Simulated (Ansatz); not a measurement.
Geometry relaxation of H$_{18}$SO$_{8}$ (part 1 of 3)

System: H$_{18}$SO$_{8}$ (disordered cell, 27 atoms in the cell).
Method: DFT PBE-D3(BJ), scalar-relativistic, plane waves, PAW, no spin polarisation (Ansatz 0.2.0).

The run did not end well. It belongs to a series of runs on one base structure; here: start relaxed.

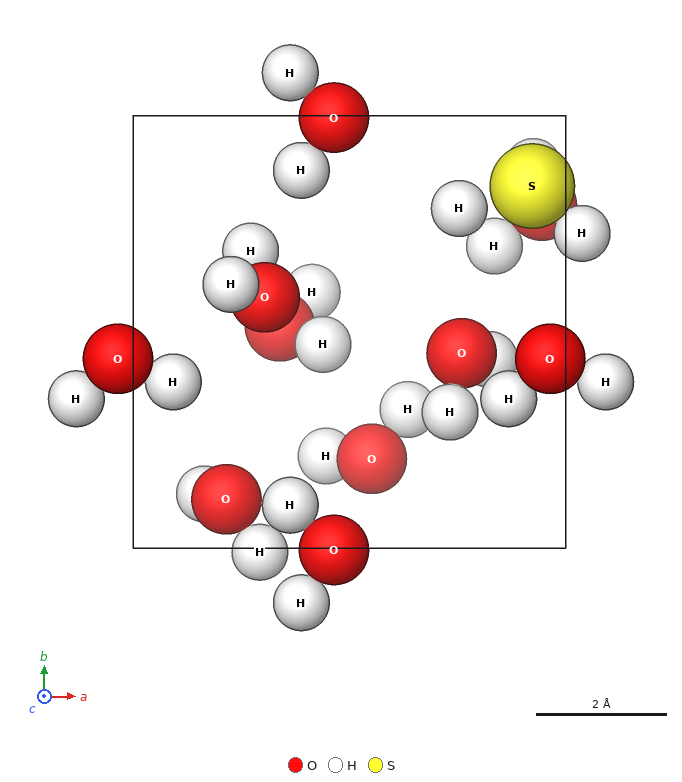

Fig. 1: The input geometry (spheres-only view of the cell of the calculation, along the c axis).

## The input
```yaml
accuracy: low
crystal:
  lattice:
    - [6.69433, 0.0, 0.0]
    - [0.0, 6.69433, 0.0]
    - [0.0, 0.0, 6.69433]
  atoms:
    - { symbol: O, position: [0.4639446, 0.9956076, 0.8083661] }
    - { symbol: H, position: [0.362985, 1.0992388, 0.8094982] }
    - { symbol: H, position: [0.3886408, 0.8735883, 0.7890218] }
    - { symbol: O, position: [0.9449781, 0.7920164, 0.3053976] }
    - { symbol: H, position: [0.9250631, 0.8826285, 0.1943733] }
    - { symbol: H, position: [0.8352123, 0.6984108, 0.2943049] }
    - { symbol: O, position: [0.9644726, 0.4377771, 0.9012345] }
    - { symbol: H, position: [0.8681398, 0.3452807, 0.845575] }
    - { symbol: H, position: [1.0923512, 0.3843345, 0.8597069] }
    - { symbol: O, position: [0.338983, 0.5128071, 0.2012809] }
    - { symbol: H, position: [0.4136326, 0.5916517, 0.1056538] }
    - { symbol: H, position: [0.4385887, 0.4710213, 0.2975422] }
    - { symbol: O, position: [0.7592493, 0.4505479, 0.5769233] }
    - { symbol: H, position: [0.8238181, 0.4363058, 0.4482314] }
    - { symbol: H, position: [0.7324794, 0.3143975, 0.6179113] }
    - { symbol: O, position: [0.5516338, 0.2065086, 0.2220861] }
    - { symbol: H, position: [0.635132, 0.3205743, 0.1912534] }
    - { symbol: H, position: [0.4458077, 0.2129655, 0.1236344] }
    - { symbol: O, position: [0.3037799, 0.5798769, 0.7161841] }
    - { symbol: H, position: [0.2256798, 0.6099227, 0.8342146] }
    - { symbol: H, position: [0.2712421, 0.6869602, 0.6244888] }
    - { symbol: O, position: [0.2153567, 0.1127724, 0.5383611] }
    - { symbol: H, position: [0.1644314, 0.1253151, 0.4035173] }
    - { symbol: H, position: [0.2925743, -0.0095473, 0.5353776] }
    - { symbol: S, position: [0.9227655, 0.8372219, 0.8129085] }
    - { symbol: H, position: [1.0378883, 0.7278158, 0.6912008] }
    - { symbol: H, position: [0.7539169, 0.7854156, 0.7188768] }
basis:
  ecutwfc: 420.0
kpoints:
  mp_grid: { grid: [1, 1, 1] }
hamiltonian:
  xc: pbe
  dispersion: d3bj
scf:
  occupations: { method: fermi_dirac, width: 0.02 }
  lower_state_search: "off"
relax:
  f_tol: 0.3
  max_steps: 15
  adjacent_minimum: "off"
```

Hardware: 1 thread of Arm Neoverse V1, 24 GiB of memory available, shared host.

Launched with:
```bash
ansatz run input.yaml --threads 1 --pin off --max-ram 3072MiB --backend cpu --events-out ev --progress --plain --runs-dir out
```

## What the program printed
```
Engine: ansatz 0.2.0, aarch64-unknown-linux-gnu
Pseudopotentials: kind: paw
Pseudopotential: O, paw, valence charge 6, recommended cutoff 420 eV (normal), O.paw.azcp
Pseudopotential: H, paw, valence charge 1, recommended cutoff 420 eV (normal), H.paw.azcp
Pseudopotential: S, paw, valence charge 6, recommended cutoff 420 eV (normal), S.paw.azcp
Functional definition: PBE
  parameter kappa = 0.804
  parameter beta = 0.06672455060314922
  exchange = pbe_x(kappa = kappa, mu = beta*pi^2/3)
  correlation = pbe_c(beta = beta)
Crystal: 27 atoms, lattice volume = 300.000 Å³
Basis set: ecut = 420 eV, 5887 PW (Γ), exchange–correlation on 90×90×90 points (8 copies of the dense FFT grid, shifted against one another)
Bands: 63, of which v1, the nominal top of the filled ones, is band 36 counted from 1 (35 counted from 0)
Symmetry: 1 space group operations
Space group: P1 (ITA 1), of the structure as read, at distance tolerance 6.7e-5 Å
k-points: 1
Non-local potential: O, projectors of the file, l = 0: 2, l = 1: 2, l = 2: 1
Non-local potential: H, projectors of the file, l = 0: 2, l = 1: 1
Non-local potential: S, projectors of the file, l = 0: 2, l = 1: 2, l = 2: 2
PAW form: soft (Blöchl's): semilocal exchange-correlation on the pseudo side does not see the compensation charge
PAW one-centre angular grid: O, 110 points (default); XC on 64 Gauss nodes
PAW one-centre angular grid: H, 110 points (default); XC on 64 Gauss nodes
PAW one-centre angular grid: S, 110 points (default); XC on 64 Gauss nodes
Initial density: superposition of atomic densities (neutral atoms: chi_scale 0, normalization atom), corrected by the library's trained network
Initial wavefunctions: pseudopotential atomic-orbital guess
Functional: x = pbe(κ = 0.804, μ = 0.2195149727645171), c = pbe(β = 0.06672455060314922)
SCF iter   1: F=—  HF=-5727.215501 eV  |F-HF|=—  |Δ(HF+E_count)|=         —  Δρ=4.91e-3  dr2=9.07e-2  ethr=1.77e-3  ⟨swp⟩=6.0  Hψ=303  notcnv=0  defer=13
preconditioner: auto → Resta (q_TF=auto, 2.151 Å⁻¹)  ε∞=2.2  [insulator: Δε(μ)=2.409 eV  Ē_g=16.278 eV  σ=0.020 eV  W_gap=1.00  n_scr=56 (ndim 8)  ℏωp=17.9 eV  f_vac=0.240  D(μ)=0.00/eV (n_scr^D=0)  ε∞_Penn≈2.2]
SCF iter   2: F=—  HF=-5727.183489 eV  |F-HF|=—  |Δ(HF+E_count)|=   3.20e-2  Δρ=2.19e-3  dr2=1.42e-2  ethr=1.26e-4  ⟨swp⟩=2.0  Hψ=94  notcnv=0  defer=21
SCF iter   3: F=—  HF=-5727.180375 eV  |F-HF|=—  |Δ(HF+E_count)|=   3.11e-3  Δρ=8.95e-4  dr2=3.42e-3  ethr=1.98e-5  ⟨swp⟩=2.0  Hψ=78  notcnv=0  defer=21
SCF iter   4: F=—  HF=-5727.179571 eV  |F-HF|=—  |Δ(HF+E_count)|=   8.04e-4  Δρ=3.26e-4  dr2=3.42e-4  ethr=4.75e-6  ⟨swp⟩=2.0  Hψ=78  notcnv=0  defer=21
iter 5 did not close the SCF: its close was put off for the readings that it lacked (scf_convergence_deferred on its scf_iter line)
SCF iter   5: F=-5727.179587 eV  HF=-5727.179588 eV  |F-HF|=7.97e-7  |Δ(HF+E_count)|=   1.70e-5  Δρ=9.47e-5  dr2=2.66e-5  ethr=4.75e-7  ⟨swp⟩=2.0  Hψ=76  notcnv=0  defer=21
SCF iter   6: F=-5727.179589 eV  HF=-5727.179592 eV  |F-HF|=2.53e-6  |Δ(HF+E_count)|=   3.79e-6  Δρ=4.38e-5  dr2=4.76e-6  ethr=3.70e-8  ⟨swp⟩=2.0  Hψ=189  notcnv=0
SCF 1 converged in 6 iterations: F = -5727.179589 eV  dr2 = 4.76e-6
  greatest PAW one-centre occupation: 0.870 electrons in one spin orbital (limit 2), on the O atom at site 6 (counted from 0), in its partial waves of l = 0
relax step   1: F+E_penalty+E_count = -5727.17958898 eV  Δ(F+E_penalty+E_count) = +0.000e0 eV  max|allowed force component| = 1.494e0 eV/Å  Δτ_max = 0.0000 Å  (6 SCF iters, dr2 threshold 1.00e-4 eV, accepted)
Initial density: handed on by an earlier stage of this run
Initial wavefunctions: those handed on with the density
iter 1 solved again at ethr=5.19e-4 eV; its pass at ethr=3.10e-3 eV (dr2=3.73e-1 eV) is discarded
SCF iter   1: F=—  HF=-5728.200165 eV  |F-HF|=—  |Δ(HF+E_count)|=         —  Δρ=1.91e-2  dr2=3.87e-1  ethr=5.19e-4  ⟨swp⟩=1.0  Hψ=270  notcnv=0  defer=21
preconditioner: auto → Resta (q_TF=auto, 2.151 Å⁻¹)  ε∞=2.2  [insulator: Δε(μ)=2.393 eV  Ē_g=16.194 eV  σ=0.020 eV  W_gap=1.00  n_scr=56 (ndim 8)  ℏωp=17.9 eV  f_vac=0.237  D(μ)=0.00/eV (n_scr^D=0)  ε∞_Penn≈2.2]
SCF iter   2: F=—  HF=-5728.149024 eV  |F-HF|=—  |Δ(HF+E_count)|=   5.11e-2  Δρ=9.33e-3  dr2=7.88e-2  ethr=5.19e-4  ⟨swp⟩=2.0  Hψ=67  notcnv=0  defer=21
SCF iter   3: F=—  HF=-5728.149761 eV  |F-HF|=—  |Δ(HF+E_count)|=   7.38e-4  Δρ=1.86e-3  dr2=6.12e-3  ethr=1.10e-4  ⟨swp⟩=2.0  Hψ=77  notcnv=0  defer=21
SCF iter   4: F=—  HF=-5728.148679 eV  |F-HF|=—  |Δ(HF+E_count)|=   1.08e-3  Δρ=5.38e-4  dr2=5.36e-4  ethr=8.50e-6  ⟨swp⟩=2.0  Hψ=104  notcnv=0  defer=21
SCF iter   5: F=—  HF=-5728.148750 eV  |F-HF|=—  |Δ(HF+E_count)|=   7.06e-5  Δρ=1.19e-4  dr2=4.74e-5  ethr=1.39e-7  ⟨swp⟩=3.0  Hψ=210  notcnv=0
SCF iter   6: F=-5728.148780 eV  HF=-5728.148779 eV  |F-HF|=1.20e-6  |Δ(HF+E_count)|=   2.95e-5  Δρ=4.15e-5  dr2=4.91e-6  ethr=6.59e-8  ⟨swp⟩=4.0  Hψ=156  notcnv=0
SCF 2 converged in 6 iterations: F = -5728.148780 eV  dr2 = 4.91e-6
  greatest PAW one-centre occupation: 0.869 electrons in one spin orbital (limit 2), on the O atom at site 15 (counted from 0), in its partial waves of l = 0
relax step   2: F+E_penalty+E_count = -5728.14878036 eV  Δ(F+E_penalty+E_count) = -9.692e-1 eV  max|allowed force component| = 1.134e0 eV/Å  Δτ_max = 0.1950 Å  (6 SCF iters, dr2 threshold 1.00e-4 eV, accepted)
iter 1 solved again at ethr=6.33e-4 eV; its pass at ethr=3.10e-3 eV (dr2=4.56e-1 eV) is discarded
SCF iter   1: F=—  HF=-5728.783837 eV  |F-HF|=—  |Δ(HF+E_count)|=         —  Δρ=2.15e-2  dr2=4.77e-1  ethr=6.33e-4  ⟨swp⟩=1.0  Hψ=273  notcnv=0  defer=21
preconditioner: auto → Resta (q_TF=auto, 2.151 Å⁻¹)  ε∞=2.2  [insulator: Δε(μ)=2.656 eV  Ē_g=16.444 eV  σ=0.020 eV  W_gap=1.00  n_scr=56 (ndim 8)  ℏωp=18.2 eV  f_vac=0.224  D(μ)=0.00/eV (n_scr^D=0)  ε∞_Penn≈2.2]
SCF iter   2: F=—  HF=-5728.738887 eV  |F-HF|=—  |Δ(HF+E_count)|=   4.50e-2  Δρ=1.04e-2  dr2=9.79e-2  ethr=6.33e-4  ⟨swp⟩=2.0  Hψ=68  notcnv=0  defer=21
SCF iter   3: F=—  HF=-5728.748498 eV  |F-HF|=—  |Δ(HF+E_count)|=   9.61e-3  Δρ=2.98e-3  dr2=1.70e-2  ethr=1.36e-4  ⟨swp⟩=2.0  Hψ=108  notcnv=0  defer=21
SCF iter   4: F=—  HF=-5728.745578 eV  |F-HF|=—  |Δ(HF+E_count)|=   2.92e-3  Δρ=6.22e-4  dr2=8.72e-4  ethr=2.36e-5  ⟨swp⟩=2.0  Hψ=84  notcnv=0  defer=21
SCF iter   5: F=—  HF=-5728.745890 eV  |F-HF|=—  |Δ(HF+E_count)|=   3.13e-4  Δρ=1.53e-4  dr2=8.07e-5  ethr=1.21e-6  ⟨swp⟩=2.0  Hψ=66  notcnv=0  defer=21
SCF iter   6: F=—  HF=-5728.745862 eV  |F-HF|=—  |Δ(HF+E_count)|=   2.86e-5  Δρ=8.15e-5  dr2=1.56e-5  ethr=1.12e-7  ⟨swp⟩=2.0  Hψ=78  notcnv=0  defer=21
SCF iter   7: F=—  HF=-5728.745863 eV  |F-HF|=—  |Δ(HF+E_count)|=   1.39e-6  Δρ=3.39e-5  dr2=2.58e-6  ethr=2.17e-8  ⟨swp⟩=3.0  Hψ=78  notcnv=0  defer=21
[...]
relax step   3: F+E_penalty+E_count = -5728.74586352 eV  Δ(F+E_penalty+E_count) = -5.971e-1 eV  max|allowed force component| = 1.780e0 eV/Å  Δτ_max = 0.1949 Å  (9 SCF iters, accepted)
preconditioner: auto → Resta (q_TF=auto, 2.151 Å⁻¹)  ε∞=2.2  [insulator: Δε(μ)=2.927 eV  Ē_g=16.554 eV  σ=0.020 eV  W_gap=1.00  n_scr=56 (ndim 8)  ℏωp=18.2 eV  f_vac=0.219  D(μ)=0.00/eV (n_scr^D=0)  ε∞_Penn≈2.2]
  greatest PAW one-centre occupation: 0.868 electrons in one spin orbital (limit 2), on the O atom at site 9 (counted from 0), in its partial waves of l = 0
relax step   4: F+E_penalty+E_count = -5729.38118467 eV  Δ(F+E_penalty+E_count) = -6.353e-1 eV  max|allowed force component| = 1.039e0 eV/Å  Δτ_max = 0.1939 Å  (6 SCF iters, dr2 threshold 1.00e-4 eV, accepted)
preconditioner: auto → Resta (q_TF=auto, 2.151 Å⁻¹)  ε∞=2.2  [insulator: Δε(μ)=3.111 eV  Ē_g=16.520 eV  σ=0.020 eV  W_gap=1.00  n_scr=56 (ndim 8)  ℏωp=18.2 eV  f_vac=0.223  D(μ)=0.00/eV (n_scr^D=0)  ε∞_Penn≈2.2]
relax step   5: F+E_penalty+E_count = -5729.89414428 eV  Δ(F+E_penalty+E_count) = -5.130e-1 eV  max|allowed force component| = 1.108e0 eV/Å  Δτ_max = 0.2000 Å  (6 SCF iters, dr2 threshold 1.00e-4 eV, accepted)
preconditioner: auto → Resta (q_TF=auto, 2.151 Å⁻¹)  ε∞=2.2  [insulator: Δε(μ)=3.377 eV  Ē_g=16.479 eV  σ=0.020 eV  W_gap=1.00  n_scr=56 (ndim 8)  ℏωp=18.2 eV  f_vac=0.220  D(μ)=0.00/eV (n_scr^D=0)  ε∞_Penn≈2.2]
  greatest PAW one-centre occupation: 0.867 electrons in one spin orbital (limit 2), on the O atom at site 12 (counted from 0), in its partial waves of l = 0
relax step   6: F+E_penalty+E_count = -5730.38854093 eV  Δ(F+E_penalty+E_count) = -4.944e-1 eV  max|allowed force component| = 1.636e0 eV/Å  Δτ_max = 0.1937 Å  (6 SCF iters, dr2 threshold 1.00e-4 eV, accepted)
preconditioner: auto → Resta (q_TF=auto, 2.151 Å⁻¹)  ε∞=2.2  [insulator: Δε(μ)=3.629 eV  Ē_g=16.606 eV  σ=0.020 eV  W_gap=1.00  n_scr=56 (ndim 8)  ℏωp=18.2 eV  f_vac=0.222  D(μ)=0.00/eV (n_scr^D=0)  ε∞_Penn≈2.2]
  greatest PAW one-centre occupation: 0.867 electrons in one spin orbital (limit 2), on the O atom at site 6 (counted from 0), in its partial waves of l = 0
relax step   7: F+E_penalty+E_count = -5730.86308402 eV  Δ(F+E_penalty+E_count) = -4.745e-1 eV  max|allowed force component| = 1.221e0 eV/Å  Δτ_max = 0.1949 Å  (6 SCF iters, dr2 threshold 1.00e-4 eV, accepted)
preconditioner: auto → Resta (q_TF=auto, 2.151 Å⁻¹)  ε∞=2.2  [insulator: Δε(μ)=3.781 eV  Ē_g=16.686 eV  σ=0.020 eV  W_gap=1.00  n_scr=56 (ndim 8)  ℏωp=18.2 eV  f_vac=0.224  D(μ)=0.00/eV (n_scr^D=0)  ε∞_Penn≈2.2]
relax step   8: F+E_penalty+E_count = -5731.16459276 eV  Δ(F+E_penalty+E_count) = -3.015e-1 eV  max|allowed force component| = 7.244e-1 eV/Å  Δτ_max = 0.1947 Å  (6 SCF iters, dr2 threshold 1.00e-4 eV, accepted)
preconditioner: auto → Resta (q_TF=auto, 2.151 Å⁻¹)  ε∞=2.2  [insulator: Δε(μ)=3.819 eV  Ē_g=16.680 eV  σ=0.020 eV  W_gap=1.00  n_scr=56 (ndim 8)  ℏωp=18.2 eV  f_vac=0.218  D(μ)=0.00/eV (n_scr^D=0)  ε∞_Penn≈2.2]
relax step   9: F+E_penalty+E_count = -5731.34746516 eV  Δ(F+E_penalty+E_count) = -1.829e-1 eV  max|allowed force component| = 5.955e-1 eV/Å  Δτ_max = 0.2000 Å  (6 SCF iters, dr2 threshold 1.00e-4 eV, accepted)
preconditioner: auto → Resta (q_TF=auto, 2.151 Å⁻¹)  ε∞=2.2  [insulator: Δε(μ)=3.898 eV  Ē_g=16.692 eV  σ=0.020 eV  W_gap=1.00  n_scr=56 (ndim 8)  ℏωp=18.2 eV  f_vac=0.222  D(μ)=0.00/eV (n_scr^D=0)  ε∞_Penn≈2.2]
relax step  10: F+E_penalty+E_count = -5731.49722520 eV  Δ(F+E_penalty+E_count) = -1.498e-1 eV  max|allowed force component| = 1.617e0 eV/Å  Δτ_max = 0.1969 Å  (6 SCF iters, dr2 threshold 1.00e-4 eV, accepted)
preconditioner: auto → Resta (q_TF=auto, 2.151 Å⁻¹)  ε∞=2.2  [insulator: Δε(μ)=3.937 eV  Ē_g=16.721 eV  σ=0.020 eV  W_gap=1.00  n_scr=56 (ndim 8)  ℏωp=18.2 eV  f_vac=0.227  D(μ)=0.00/eV (n_scr^D=0)  ε∞_Penn≈2.2]
  greatest PAW one-centre occupation: 0.866 electrons in one spin orbital (limit 2), on the O atom at site 6 (counted from 0), in its partial waves of l = 0
relax step  11: F+E_penalty+E_count = -5731.63655457 eV  Δ(F+E_penalty+E_count) = -1.393e-1 eV  max|allowed force component| = 1.115e0 eV/Å  Δτ_max = 0.2000 Å  (6 SCF iters, dr2 threshold 1.00e-4 eV, accepted)
preconditioner: auto → Resta (q_TF=auto, 2.151 Å⁻¹)  ε∞=2.2  [insulator: Δε(μ)=4.024 eV  Ē_g=16.715 eV  σ=0.020 eV  W_gap=1.00  n_scr=56 (ndim 8)  ℏωp=18.2 eV  f_vac=0.227  D(μ)=0.00/eV (n_scr^D=0)  ε∞_Penn≈2.2]
relax step  12: F+E_penalty+E_count = -5731.75598620 eV  Δ(F+E_penalty+E_count) = -1.194e-1 eV  max|allowed force component| = 1.436e0 eV/Å  Δτ_max = 0.1948 Å  (6 SCF iters, dr2 threshold 1.00e-4 eV, accepted)
preconditioner: auto → Resta (q_TF=auto, 2.151 Å⁻¹)  ε∞=2.2  [insulator: Δε(μ)=4.016 eV  Ē_g=16.753 eV  σ=0.020 eV  W_gap=1.00  n_scr=56 (ndim 8)  ℏωp=18.2 eV  f_vac=0.229  D(μ)=0.00/eV (n_scr^D=0)  ε∞_Penn≈2.2]
relax step  13: F+E_penalty+E_count = -5731.85513825 eV  Δ(F+E_penalty+E_count) = -9.915e-2 eV  max|allowed force component| = 8.852e-1 eV/Å  Δτ_max = 0.1949 Å  (5 SCF iters, dr2 threshold 1.00e-4 eV, accepted)
preconditioner: auto → Resta (q_TF=auto, 2.151 Å⁻¹)  ε∞=2.2  [insulator: Δε(μ)=4.066 eV  Ē_g=16.758 eV  σ=0.020 eV  W_gap=1.00  n_scr=56 (ndim 8)  ℏωp=18.2 eV  f_vac=0.231  D(μ)=0.00/eV (n_scr^D=0)  ε∞_Penn≈2.2]
  greatest PAW one-centre occupation: 0.866 electrons in one spin orbital (limit 2), on the O atom at site 12 (counted from 0), in its partial waves of l = 0
relax step  14: F+E_penalty+E_count = -5731.94165079 eV  Δ(F+E_penalty+E_count) = -8.651e-2 eV  max|allowed force component| = 7.570e-1 eV/Å  Δτ_max = 0.2000 Å  (6 SCF iters, dr2 threshold 1.00e-4 eV, accepted)
preconditioner: auto → Resta (q_TF=auto, 2.151 Å⁻¹)  ε∞=2.2  [insulator: Δε(μ)=4.093 eV  Ē_g=16.761 eV  σ=0.020 eV  W_gap=1.00  n_scr=56 (ndim 8)  ℏωp=18.2 eV  f_vac=0.234  D(μ)=0.00/eV (n_scr^D=0)  ε∞_Penn≈2.2]
[...]
SCF iter   5: F=—  HF=-5732.019469 eV  |F-HF|=—  |Δ(HF+E_count)|=   4.22e-5  Δρ=1.29e-4  dr2=3.50e-5  ethr=4.12e-7  ⟨swp⟩=2.0  Hψ=71  notcnv=0  defer=18
SCF iter   6: F=—  HF=-5732.019500 eV  |F-HF|=—  |Δ(HF+E_count)|=   3.06e-5  Δρ=4.64e-5  dr2=4.67e-6  ethr=4.86e-8  ⟨swp⟩=2.0  Hψ=72  notcnv=0  defer=18
SCF iter   7: F=—  HF=-5732.019501 eV  |F-HF|=—  |Δ(HF+E_count)|=   9.54e-7  Δρ=3.25e-5  dr2=2.35e-6  ethr=6.49e-9  ⟨swp⟩=2.0  Hψ=80  notcnv=0  defer=18
SCF iter   8: F=-5732.019500 eV  HF=-5732.019500 eV  |F-HF|=1.56e-8  |Δ(HF+E_count)|=   3.90e-7  Δρ=4.22e-6  dr2=4.12e-8  ethr=1.39e-10  ⟨swp⟩=4.0  Hψ=234  notcnv=0
SCF 15 converged in 8 iterations: F = -5732.019500 eV  dr2 = 4.12e-8
relax step  15: F+E_penalty+E_count = -5732.01950038 eV  Δ(F+E_penalty+E_count) = -7.785e-2 eV  max|allowed force component| = 5.370e-1 eV/Å  Δτ_max = 0.1946 Å  (8 SCF iters, accepted)
```
